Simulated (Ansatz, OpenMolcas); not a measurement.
## A ladder of methods for C2H6Si (SMILES C[Si]C)

The species is C2H6Si (9 atoms), meant as a singlet with charge 0. SMILES: `C[Si]C`. The coordinates come from a PBE0-D4/def2-TZVP relaxation.

Each level gives the HOMO–LUMO gap (eV). The values are calculated.

```tsv
level	kind	program	value (eV)	CPU time
HF/6-311+G**	Hartree–Fock	OpenMolcas	9.14	20 s
PBE/6-311+G**	GGA	Ansatz	1.97	5.7 s
revPBE/6-311+G**	GGA	Ansatz	2.01	5.7 s
M06-2X/6-311+G**	hybrid meta-GGA	OpenMolcas	5.66	76 s
r2SCAN0/6-311+G**	hybrid meta-GGA	Ansatz	4.03	12 s
CAM-B3LYP/6-311+G**	range-separated hybrid	Ansatz	6.20	7.6 s
HSE06/6-311+G**	range-separated hybrid	Ansatz	3.07	7 s
wB97M-V/6-311+G**	range-separated hybrid	Ansatz	7.81	66 s
```

The values span 1.97 to 9.14 eV. Orbital gaps aren't excitation energies; they tend to grow with the share of exact exchange. Times are those of the runs behind each value, whatever else they computed, on shared processors of several kinds: orders of magnitude only.

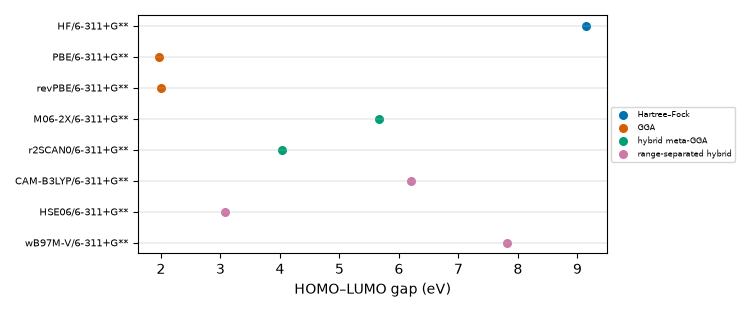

The values of the table, level by level.
